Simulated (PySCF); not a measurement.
Potential energy surface of H₂Be, singlet: map of symmetric stretch and bend. Scanned: Be-H bond length and H-Be-H angle.

Calculation: B3LYP/cc-pVTZ in PySCF 2.14.0.

Energy in kJ/mol above the lowest grid point; x is the Be-H bond length (Å), y the H-Be-H angle (°).

| y \ x | 1.13 | 1.20 | 1.26 | 1.33 | 1.40 | 1.46 | 1.53 | 1.60 | 1.66 | 1.73 | 1.80 |
|---|---|---|---|---|---|---|---|---|---|---|---|
| 180 | 76.0 | 28.2 | 7.1 | 0.0 | 7.4 | 22.5 | 47.7 | 79.0 | 109.3 | 147.4 | 187.4 |
| 170 | 78.3 | 30.4 | 9.2 | 2.1 | 9.4 | 24.4 | 49.6 | 80.8 | 111.0 | 149.0 | 188.9 |
| 160 | 85.2 | 37.1 | 15.6 | 8.3 | 15.4 | 30.2 | 55.2 | 86.2 | 116.2 | 154.0 | 193.7 |
| 150 | 96.8 | 48.3 | 26.6 | 18.8 | 25.6 | 40.1 | 64.6 | 95.3 | 125.0 | 162.4 | 201.7 |
| 140 | 113.2 | 64.3 | 42.1 | 33.9 | 40.1 | 54.2 | 78.2 | 108.3 | 137.5 | 174.4 | 213.2 |
| 130 | 134.8 | 85.3 | 62.7 | 53.8 | 59.4 | 72.9 | 96.2 | 125.5 | 154.1 | 190.2 | 228.3 |
| 120 | 162.0 | 111.8 | 88.5 | 78.9 | 83.7 | 96.4 | 118.9 | 147.3 | 175.1 | 210.3 | 247.4 |
| 110 | 195.3 | 144.4 | 120.3 | 109.8 | 113.6 | 125.4 | 146.8 | 174.2 | 201.0 | 235.1 | 271.0 |
| 100 | 235.3 | 183.5 | 158.6 | 147.1 | 149.7 | 160.6 | 180.7 | 206.8 | 232.5 | 265.3 | 299.8 |
| 90 | 282.4 | 229.7 | 204.1 | 191.4 | 192.9 | 202.7 | 221.5 | 246.2 | 270.6 | 301.8 | 334.9 |
| 80 | 336.6 | 283.4 | 257.1 | 243.5 | 243.9 | 252.7 | 270.1 | 293.4 | 316.6 | 346.2 | 377.7 |
| 70 | 397.3 | 344.1 | 317.5 | 303.3 | 303.0 | 310.9 | 327.4 | 349.4 | 371.5 | 399.9 | 429.9 |

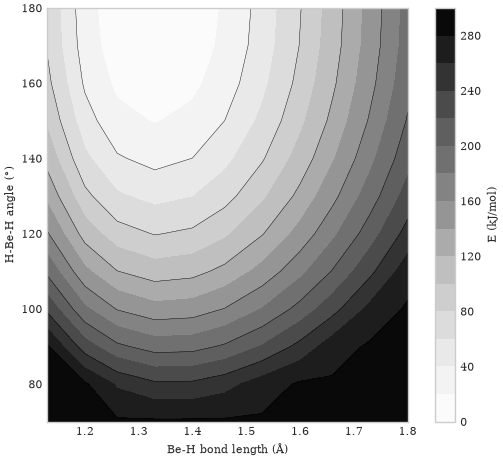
Fig. 1. Energy surface, cut off at 283 kJ/mol.

Points that lie below all their neighbours on the grid: x = 1.33, y = 180 on the edge of the grid (0.0 kJ/mol).
